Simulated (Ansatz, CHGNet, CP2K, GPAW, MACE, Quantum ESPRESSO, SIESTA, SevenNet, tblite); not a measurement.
# Codes compared on random rock-salt alloy of NbC and TiC (64 atoms)

How near do other programs and methods come to a plane-wave reference for random rock-salt alloy of NbC and TiC (64 atoms)? A plane-wave run serves as the reference.

Method: Kohn-Sham DFT, PBE, SSSP efficiency 1.3.0 pseudopotentials, plane waves, in Quantum ESPRESSO 7.5.

## Step 1: Starting point

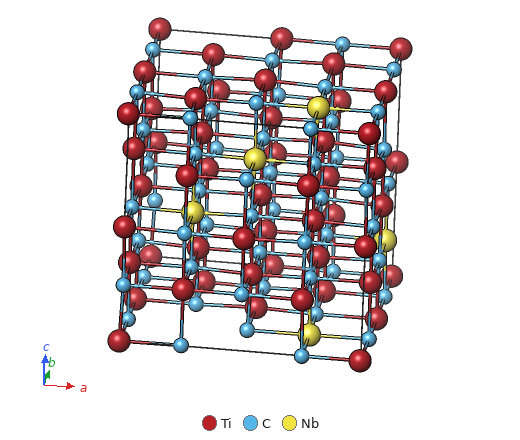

The cell as given, slightly off an axis (titanium red, carbon blue, niobium yellow). Some periodic images of atoms are drawn too.

The cell holds 64 atoms: 28 Ti, 32 C and 4 Nb. Cell: a = 8.692 Å, b = 8.692 Å, c = 8.692 Å, α = 90.0°, β = 90.0°, γ = 90.0°. It derives from NbC (rock-salt), repeated 2×2×2. Rock-salt NbC, 2 x 2 x 2 conventional cells, 28 of 32 Nb sites given to Ti at random (x = 0.875), lattice by Vegard's rule (a = 4.346 Å); not relaxed, displaced by a Gaussian of 0.02 Å. Then every atom was moved at random, 0.02 Å r.m.s. a Cartesian component.

## Step 2: Plane-wave reference

Input file pw.in:

```
&control
  calculation = 'scf'
  pseudo_dir = './pseudo'
  outdir = './tmp'
  disk_io = 'none'
  tprnfor = .true.
  tstress = .true.
/
&system
  ibrav = 0
  nat = 64
  ntyp = 3
  ecutwfc = 45
  ecutrho = 360
  nosym = .true.
  occupations = 'smearing'
  smearing = 'fd'
  degauss = 0.003675
/
&electrons
  conv_thr = 3.2e-07
  electron_maxstep = 100
  mixing_beta = 0.2
  mixing_mode = 'local-TF'
  diagonalization = 'david'
/
ATOMIC_SPECIES
Ti 47.867 Ti.upf
C 12.011 C.upf
Nb 92.906 Nb.upf
CELL_PARAMETERS angstrom
8.69160 0.00000 0.00000
0.00000 8.69160 0.00000
0.00000 0.00000 8.69160
ATOMIC_POSITIONS crystal
Ti 0.99750 0.00025 0.99914
C 0.25358 0.00903 0.99854
Ti 0.99826 0.25220 0.25068
C 0.25299 0.25208 0.25314
Ti 0.25312 0.00750 0.24526
C 0.00633 0.99965 0.24616
Ti 0.24424 0.25304 0.99322
C 0.00100 0.25514 0.99978
Ti 0.00104 0.99843 0.50223
C 0.25075 0.00002 0.49536
Ti 0.99734 0.25380 0.75184
C 0.25057 0.25407 0.75129
[... 48 atom lines left out ...]
Ti 0.75161 0.49837 0.75824
C 0.50084 0.50267 0.74737
Ti 0.74783 0.75955 0.50202
C 0.50708 0.75095 0.50432
K_POINTS gamma
```

The run is started by

```
$ OMP_NUM_THREADS=1 mpirun -np 2 pw.x -in pw.in > output.txt
```

Numbers of over 12 decimals in the logs are rounded to 6 here.

The program printed:

```text
Program PWSCF
     gamma-point specific algorithms are used
     Parallelization info
     sticks:   dense  smooth     PW     G-vecs:    dense   smooth      PW
     Min        3860    1933    485               255576    90495   11323
     Max        3861    1936    488               255579    90500   11324
     Sum        7721    3869    973               511155   180995   22647
     bravais-lattice index     =            0
     lattice parameter (alat)  =      16.4247  a.u.
     unit-cell volume          =    4430.9392 (a.u.)^3
     number of atoms/cell      =           64
     number of atomic types    =            3
     number of electrons       =       516.00
     number of Kohn-Sham states=          310
     kinetic-energy cutoff     =      45.0000  Ry
[... lines left out ...]
     scf convergence threshold =      3.2E-07
[... lines left out ...]
     number of k points=     1  Fermi-Dirac smearing, width (Ry)=  0.0037
[... lines left out ...]
     total energy              =   -5276.48000340 Ry
[... lines left out ...]
     total energy              =   -5266.51285722 Ry
[... lines left out ...]
     total energy              =   -5269.34703642 Ry
[... lines left out ...]
     c_bands:  3 eigenvalues not converged
[... lines left out ...]
     total energy              =   -5269.46335241 Ry
[... lines left out ...]
     total energy              =   -5269.46335289 Ry
[... lines left out ...]
   -41.2390 -41.2307 -41.2273 -41.2237 -41.2228 -41.2156 -41.2131 -41.2083
[...]
17.7885  17.8187  17.8374  17.8520  17.8857  17.9183  17.9235  17.9392
    17.9484  17.9620  17.9805  17.9976  18.0322  18.0408  18.0874  18.1388
    18.1472  18.1538  18.1583  18.1795  18.1898  18.2071
     the Fermi energy is    14.9886 ev
!    total energy              =   -5269.46335265 Ry
     estimated scf accuracy    <       0.00000030 Ry
     smearing contrib. (-TS)   =      -0.02896160 Ry
     internal energy E=F+TS    =   -5269.43439105 Ry
     The total energy is F=E-TS. E is the sum of the following terms:
     one-electron contribution =    -844.79819541 Ry
     hartree contribution      =     699.48454279 Ry
     xc contribution           =    -769.73770914 Ry
     ewald contribution        =   -3322.79859385 Ry
     one-center paw contrib.   =   -1031.58443544 Ry
     convergence has been achieved in  21 iterations
     negative rho (up, down):  2.730E-02 0.000E+00
     Forces acting on atoms (cartesian axes, Ry/au):
     atom    1 type  1   force =     0.03178417    0.01394346   -0.01186131
     atom    2 type  2   force =    -0.00392284   -0.02895787   -0.00052209
     atom    3 type  1   force =    -0.00598144   -0.00544929   -0.00384271
[...]
atom   63 type  1   force =     0.01292355   -0.03872308    0.00524659
     atom   64 type  2   force =    -0.03613950    0.00280684   -0.02091306
     Total force =     0.274184     Total SCF correction =     0.001449
     Computing stress (Cartesian axis) and pressure
     negative rho (up, down):  2.730E-02 0.000E+00
          total   stress  (Ry/bohr**3)                   (kbar)     P=       13.86
   0.00010723  -0.00001561  -0.00000964           15.77       -2.30       -1.42
  -0.00001561   0.00008335  -0.00000792           -2.30       12.26       -1.16
  -0.00000964  -0.00000792   0.00009206           -1.42       -1.16       13.54
     Message from routine punch:
     Nothing written, as per user request (disk_io='none')
```

Wall time 3 min (2 MPI ranks of Arm Neoverse V2, shared host); peak memory 1.4 GiB.

Banners, paths, timers and routine set-up lines are dropped from the logs unmarked, and long logs keep their key lines alone; longer cuts are marked.

Numbers from this run:

```
r.m.s. force component : 0.5088 eV/Å
longest force          : 1.728 eV/Å
pressure               : 1.386 GPa
```

## Step 3: The other programs

The programs:
- CHGNet: machine-learned potential, published weights.
- CP2K 2026.2: Gaussian basis with GTH pseudopotentials and a plane-wave density; labels give functional, basis (MOLOPT sets; SR short-range, UZH the newer set with its own potentials), grid cutoff/relative cutoff and solver (OT: orbital transformation; TRS4, TC2, SIGN: linear-scaling purification with its sparsity filter), or its built-in tight binding.
- GPAW 26.7.0: PAW with atomic orbitals (LCAO), plane waves or a real-space grid of spacing h.
- MACE: machine-learned potential, published weights.
- Quantum ESPRESSO 7.5: plane waves; labels (QE) give functional, pseudopotential set and cutoffs of waves/density.
- SIESTA 5.4.2: numerical atomic orbitals, whose automatically made sets are far from complete, with PseudoDojo norm-conserving potentials that we converted to its format (checked against plane waves on the same files for H, C, O, Si, Ge and Ca alone); labels give functional, basis size, energy shift and mesh cutoff.
- SevenNet: machine-learned potential, published weights.
- tblite 0.8.0: extended tight binding, driven from Python.

All use the same cell and atoms; the electronic-structure runs use the same k-mesh, and an electronic temperature of 580 K (0.05 eV) where levels are smeared.

Differences are against the plane-wave reference, forces as r.m.s. over components; share is that over the reference's r.m.s. force, slope the least-squares factor from reference forces to these. Total energies of different programs have different zeros and aren't compared.

| run | Δ force, r.m.s. (meV/Å) | share (%) | slope | Δ pressure (GPa) | cores | CPU time | memory (GiB) |
| --- | --- | --- | --- | --- | --- | --- | --- |
| reference | - | - | - | - | 2 | 6 min | 1.4 |
| CHGNet 0.3.0 potential | 226 | 44.5 | 0.754 | 2.90 | 1 | 3.2 s | 0.96 |
| CP2K PBE, DZVP-UZH, 800/50 Ry, diagonalisation | 21.5 | 4.23 | 1.025 | 0.876 | 4 | 14 min | 5.0 |
| CP2K PBE, SZV-MOLOPT-SR, 800/50 Ry, diagonalisation (coarse) | 210 | 41.3 | 0.977 | -17.3 | 2 | 4.3 min | 2.4 |
| GPAW PBE, LCAO dzp, h 0.28 Å (coarse) | 48.4 | 9.51 | 1.079 | - | 1 | 6.2 min | 0.86 |
| MACE MP-0b3 medium potential | 182 | 35.7 | 0.846 | 2.03 | 1 | 6.8 s | 1.0 |
| QE PBE, sg15-1.2, 80/320 Ry | 4.91 | 0.965 | 1.000 | 0.088 | 4 | 7.4 min | 1.4 |
| QE PBE, sssp-1.3.0-efficiency, 35/280 Ry (coarse) | 3.41 | 0.670 | 0.999 | -1.38 | 2 | 4.2 min | 0.98 |
| SIESTA PBE, DZP, shift 0.001 Ry, mesh 500 Ry | 54.9 | 10.8 | 1.069 | 1.24 | 4 | 44 min | 4.0 |
| SIESTA PBE, DZP, shift 0.01 Ry, mesh 500 Ry | 54.0 | 10.6 | 1.035 | -0.935 | 2 | 10 min | 2.0 |
| SIESTA PBE, SZ, shift 0.01 Ry, mesh 500 Ry (coarse) | 223 | 43.8 | 1.198 | -13.9 | 1 | 2.5 min | 0.88 |
| SIESTA PBE, SZP, shift 0.01 Ry, mesh 500 Ry (coarse) | 87 | 17.1 | 1.079 | -0.426 | 2 | 7.3 min | 1.8 |
| SIESTA PBE, TZP, shift 0.01 Ry, mesh 500 Ry | 47.0 | 9.23 | 1.023 | -1.75 | 4 | 15 min | 2.9 |
| SevenNet 0 potential | 191 | 37.6 | 0.784 | 2.19 | 1 | 7 s | 0.98 |
| tblite IPEA1-xTB | 362 | 71.1 | 0.885 | -23.7 | 1 | 6.6 s | 0.12 |

Rows marked coarse were listed beforehand as settings not expected to be converged; some can still land near the reference.

Times of the machine-learned potentials are mostly Python's start and the loading of weights.

CPU time is summed over cores on a shared host, where runs went side by side, so it is rough. Symmetry, cutoffs, thresholds, outputs and thread counts weren't matched or tuned between programs; memory under MPI is the largest rank's times the ranks.

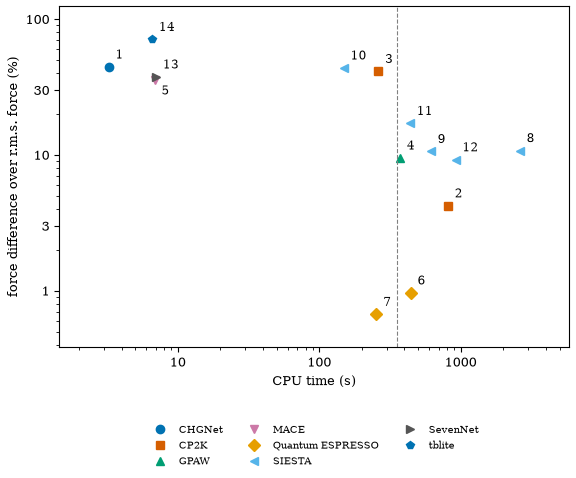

Force difference against CPU time; the dashed line marks the reference's time. Points: 1 CHGNet 0.3.0 potential; 2 CP2K PBE, DZVP-UZH, 800/50 Ry, diagonalisation; 3 CP2K PBE, SZV-MOLOPT-SR, 800/50 Ry, diagonalisation; 4 GPAW PBE, LCAO dzp, h 0.28 Å; 5 MACE MP-0b3 medium potential; 6 QE PBE, sg15-1.2, 80/320 Ry; 7 QE PBE, sssp-1.3.0-efficiency, 35/280 Ry; 8 SIESTA PBE, DZP, shift 0.001 Ry, mesh 500 Ry; 9 SIESTA PBE, DZP, shift 0.01 Ry, mesh 500 Ry; 10 SIESTA PBE, SZ, shift 0.01 Ry, mesh 500 Ry; 11 SIESTA PBE, SZP, shift 0.01 Ry, mesh 500 Ry; 12 SIESTA PBE, TZP, shift 0.01 Ry, mesh 500 Ry; 13 SevenNet 0 potential; 14 tblite IPEA1-xTB.

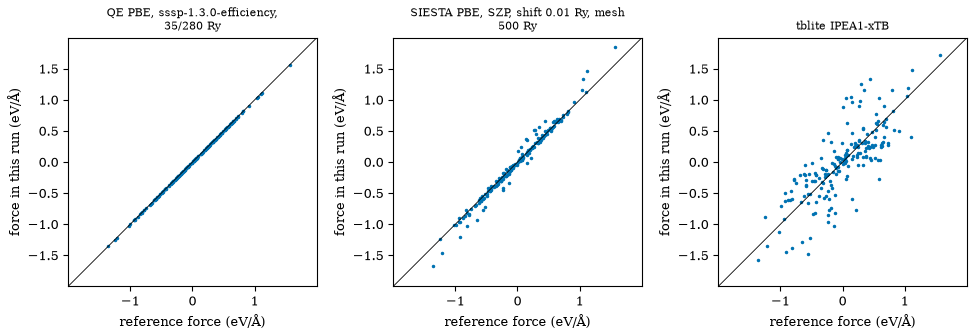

Force components against those of the reference; the line marks equality.

Runs without a result: tblite GFN2-xTB (not converged); CP2K GFN1-xTB, diagonalisation (not converged, the SCF not settling); GPAW PBE, LCAO dzp, h 0.2 Å (cut off at its time limit of 12 min); GPAW LDA, LCAO dzp, h 0.2 Å (cut off at its time limit of 12 min); GPAW PBE, LCAO szp(dzp), h 0.2 Å (cut off at its time limit of 6.8 min).

Mean charges by element (e), by run and scheme:

| run | scheme | Ti | C | Nb |
| --- | --- | --- | --- | --- |
| CP2K PBE, DZVP-UZH, 800/50 Ry, diagonalisation | Mulliken | +0.22 | -0.21 | +0.11 |
| SIESTA PBE, DZP, shift 0.001 Ry, mesh 500 Ry | Hirshfeld | +0.24 | -0.28 | +0.52 |
| SIESTA PBE, DZP, shift 0.01 Ry, mesh 500 Ry | Hirshfeld | +0.22 | -0.27 | +0.56 |
| SIESTA PBE, TZP, shift 0.01 Ry, mesh 500 Ry | Hirshfeld | +0.23 | -0.27 | +0.57 |
| tblite IPEA1-xTB | Mulliken | -0.01 | -0.08 | +0.68 |

Within one program, basis, potentials and functional, energies share a zero. Each run against its twin at the usual cutoff or grid and solver:

| run | twin | Δ energy (meV/atom) | Δ force, r.m.s. (meV/Å) | CPU time over the twin's |
| --- | --- | --- | --- | --- |
| QE PBE, sssp-1.3.0-efficiency, 35/280 Ry | sssp-1.3.0-efficiency, 45/360 Ry | 13.3 | 3.41 | 0.71 |

## Step 4: Results

- reference r.m.s. force component: 0.509 eV/Å
- nearest in forces: QE PBE, sssp-1.3.0-efficiency, 35/280 Ry (coarse), 0.67 %
- farthest in forces: tblite IPEA1-xTB, 71 %
- cheapest electronic-structure run beside the reference: tblite IPEA1-xTB, 6.6 s of CPU time

PBE on plane waves or a grid with other potentials, cutoffs or grids, coarse settings apart, differs from the reference by 0.96 % (QE PBE, sg15-1.2, 80/320 Ry) of the r.m.s. force; this holds the reference's own error, so differences of a few per cent don't tell which side is nearer the exact PBE result. The PBE runs in local orbitals, coarse settings apart, differ by 4.2 % (CP2K PBE, DZVP-UZH, 800/50 Ry, diagonalisation) to 11 % (SIESTA PBE, DZP, shift 0.001 Ry, mesh 500 Ry); basis, grid and potentials can all enter. Tight binding differs by 71 % (tblite IPEA1-xTB); it is another model, with fitted parameters of its own, and the xTB methods hold dispersion. Machine-learned potentials differ by 36 % (MACE MP-0b3 medium potential) to 45 % (CHGNet 0.3.0 potential); they were trained on other programs' data. The reference samples few k-points for this cell, and its sampling error, which other DFT runs on the same mesh share, can be part of so large a difference. Among those trained on PBE data the slope goes as low as 0.75, with a correlation of 0.90, so directions differ as well as sizes. IPEA1-xTB was fitted to ionisation energies and electron affinities, not to forces or charges. Runs with settings chosen to be coarse differ by 0.67 % (QE PBE, sssp-1.3.0-efficiency, 35/280 Ry) to 44 % (SIESTA PBE, SZ, shift 0.01 Ry, mesh 500 Ry), their programs' other errors included. Of the electronic-structure runs that take under half the reference's CPU time, SIESTA PBE, SZ, shift 0.01 Ry, mesh 500 Ry comes nearest, at 44 % in 2.5 min against 6 min; its pressure misses by -13.9 GPa. In pressure, CP2K PBE, SZV-MOLOPT-SR, 800/50 Ry, diagonalisation misses by -17.3 GPa, at the same functional. Charges hang on model, scheme and program or settings: among these rows the mean for Nb runs from +0.11 to +0.68 e. In the reference: levels near the Fermi energy are neither full nor empty under the smearing, so no gap is quoted. Periodic xTB results under one method name differ between programs and library versions. The reference's pressure holds the uncorrected Pulay stress of its 45 Ry basis, so small pressure differences, and their order, may be the reference's own error. Machine-learned potentials mimic data converged in k, so the reference's own k-point error enters their differences. The host structure and its lattice constant were typed by rule, without a check against the phase diagram. The electronic-structure runs sample only Γ, in a cell whose shortest periodic width is 9 Å, which is coarse for a cell with partly filled levels.

[Also dropped from logs without a mark: logging warnings of Python, and SIESTA's first energy breakdown and zero terms.]

[Logs are printed without paths, hosts, clocks, repeated set-up lines and the standing remarks that a program may print on its own settings, such as how far it seeks lower states.]

[Hosts, paths, dates, database ids (printed as entryN), source tags and the programs' standing remarks are cut or masked in the printed files.]
